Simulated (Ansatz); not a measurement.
# C2H4FGeN: ladder of methods at one geometry

Aim: a ladder of methods at one geometry, for C2H4FGeN, run from a script. SMILES: C#[C][GeH]([NH2])[F].

Computed with Ansatz 0.2.0, driven from Python. The levels of theory stand in the script.

**1. The structure**

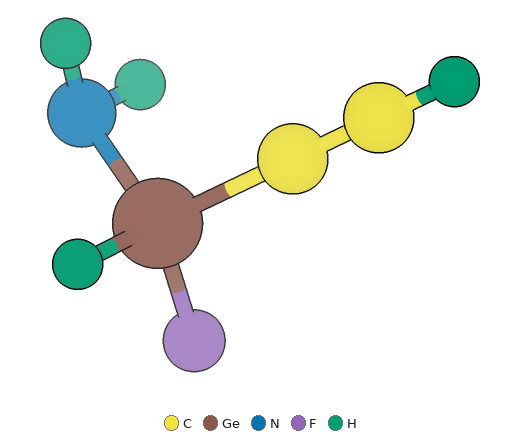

The starting structure, viewed from a chosen angle; carbon yellow, germanium brown, nitrogen blue, fluorine purple, hydrogen teal.

No structure file is read: the coordinates are typed or built in the script.

**2. The code**

File run_methods.py:

```python
# -*- coding: utf-8 -*-
'''One geometry of C2H4FGeN, method by method.'''

from pathlib import Path

import ansatz as az
from ase import Atoms
import numpy as np


def main():
    atoms = Atoms(['C', 'C', 'Ge', 'N', 'F', 'H', 'H', 'H', 'H'], positions=[
        (2.2924, 0.1722, -0.6041),
        (1.2206, 0.1327, -0.0545),
        (-0.4643, 0.0702, 0.8081),
        (-1.8022, -0.2153, -0.4587),
        (-0.4749, -1.2408, 1.9761),
        (3.2335, 0.207, -1.0867),
        (-0.721, 1.4142, 1.5361),
        (-1.7258, 0.5582, -1.1563),
        (-1.5583, -1.0984, -0.9601),
    ])
    c2h4fgen = az.Crystal.molecule_from_ase(atoms)

    base = c2h4fgen.calculation().basis(gaussian='def2-SVP')

    print('functional    E (Ha)        dipole (D)   HOMO (eV)  LUMO (eV)')
    for name in ['b3lyp', 'pbe0', 'hse06', 'pbe']:
        report = base.functional(name).forces().orbitals().run(threads=1, runs_dir='runs').report
        lines = Path(report['orbitals_path']).read_text().splitlines()
        field_of = lambda key: [line.split('=')[1].strip() for line in lines if line.startswith(key)]
        orbitals = [(27.211386 * float(e), s, float(n)) for e, s, n in zip(field_of('Ene='), field_of('Spin='), field_of('Occup='))]
        homo = max(e for e, _, n in orbitals if n > 0.5)
        lumo = min(e for e, _, n in orbitals if n < 0.5)
        dipole = 4.803205 * np.linalg.norm(report['charge_distribution']['dipole_moment_e_ang'])
        print(f'{name:10s} {report["free_energy_ev"] / 27.211386246:14.6f} {dipole:9.3f} {homo:11.3f} {lumo:10.3f}')


if __name__ == '__main__':
    main()
```

**3. The input behind the calls**

The package turns the script's settings into the engine's input (first run):

```yaml
crystal:
  periodic: [false, false, false]
  atoms:
    - { symbol: C, position_ang: [2.2924, 0.1722, -0.6041] }
    - { symbol: C, position_ang: [1.2206, 0.1327, -0.0545] }
    - { symbol: Ge, position_ang: [-0.4643, 0.0702, 0.8081] }
    - { symbol: "N", position_ang: [-1.8022, -0.2153, -0.4587] }
    - { symbol: F, position_ang: [-0.4749, -1.2408, 1.9761] }
    - { symbol: H, position_ang: [3.2335, 0.207, -1.0867] }
    - { symbol: H, position_ang: [-0.721, 1.4142, 1.5361] }
    - { symbol: H, position_ang: [-1.7258, 0.5582, -1.1563] }
    - { symbol: H, position_ang: [-1.5583, -1.0984, -0.9601] }
basis:
  gaussian:
    orbitals: def2-SVP
hamiltonian:
  xc: b3lyp
output:
  orbitals: {}
  forces: true
```

**4. The run**

Command:

```console
$ python run_methods.py
```

Output:

```text
functional    E (Ha)        dipole (D)   HOMO (eV)  LUMO (eV)
b3lyp        -2309.795715     3.091      -7.474     -0.635
pbe0         -2309.233138     3.164      -7.795     -0.458
hse06        -2309.222919     3.160      -7.391     -0.841
pbe          -2309.170521     2.928      -6.251     -1.367
```

Run time: 10 s. Hardware: 1 thread of Intel Xeon 6975P-C (Granite Rapids), shared host; peak memory 0.32 GiB.

**5. Inputs of later runs**

The engine's inputs for the other runs:

Run 2, against run 1:

```diff
@@ -17 +17 @@
-  xc: b3lyp
+  xc: pbe0
```

Run 3, against run 1:

```diff
@@ -17 +17 @@
-  xc: b3lyp
+  xc: hse06
```

Run 4, against run 1:

```diff
@@ -17 +17 @@
-  xc: b3lyp
+  xc: pbe
```

**6. What each run gave**

From the records of these 4 runs:

```
run  functional  energy (eV)  SCF cycles  CPU time (s)
  1       b3lyp  -62852.7433          18           2.8
  2        pbe0  -62837.4349          18           2.7
  3       hse06  -62837.1568          18             3
  4         pbe  -62835.7310          19           1.6
```

Totals hang on method, basis and potentials, so only like runs compare.

The fields below are those of run 1.

**7. Pictures from the orbitals**

Orbitals, density, ELF and potential are computed afterwards from the orbital file.

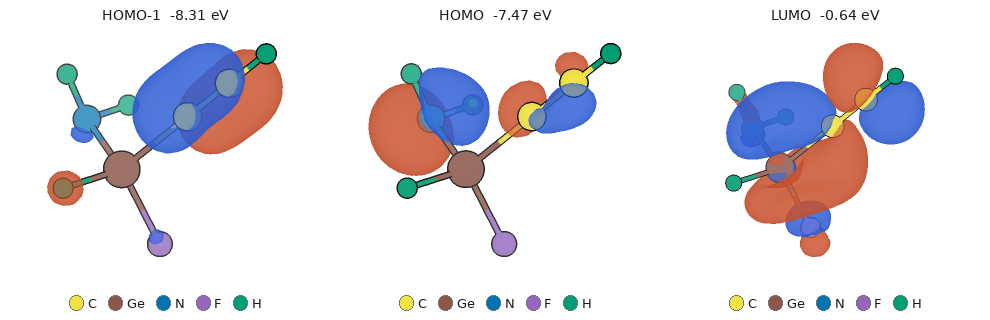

B3LYP/def2-SVP orbitals near the gap, drawn at the value that encloses 70 % of each; the two colours are the two signs.

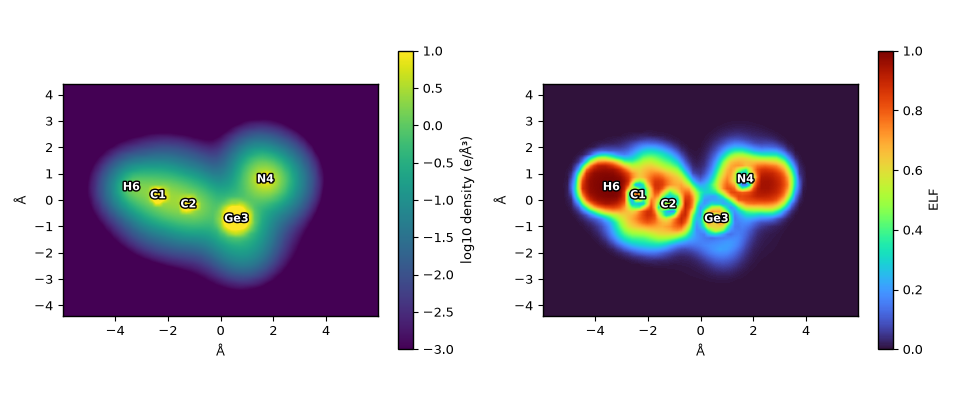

Density (left) and ELF (right) in a plane through or near 5 of the atoms.

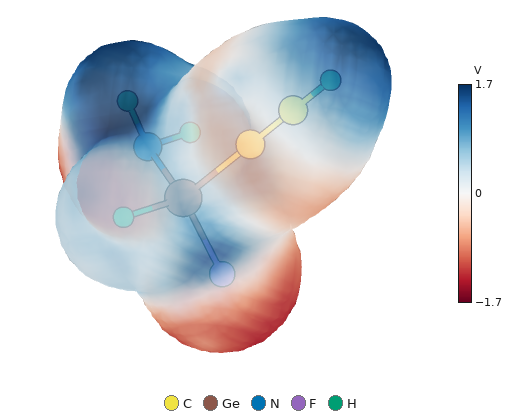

The potential that a unit positive charge feels on the 0.002 e/bohr³ surface, from the 1st to the 99th percentile, from -1.42 V near N4 to 1.70 V near H8.

**8. What came out**

```
                                        quantity    value
                                   runs compared        4
HOMO-LUMO gap of the mean field (B3LYP/def2-SVP)  6.84 eV
```

In words: All 4 runs converged, in 18 to 19 cycles. Caveats:
- The geometry is a force-field or estimated start, not a minimum of this method, and the basis set is short of its limit. A lower total doesn't mark the better method: functionals have no common bound, and MP2 and coupled cluster aren't variational.
- b3lyp holds the VWN-RPA fit, as in Gaussian; the form of ORCA and Turbomole is b3lyp5.
- Levels such as HOMO and LUMO are orbital energies: with these approximate functionals they aren't the ionisation energy and electron affinity, and their gap isn't the fundamental gap.
- hse06 follows the composition of plane-wave codes, whose totals differ by tens of mHa, up to about 0.1 Ha, from the form usual in Gaussian-basis programs (wpbeh).
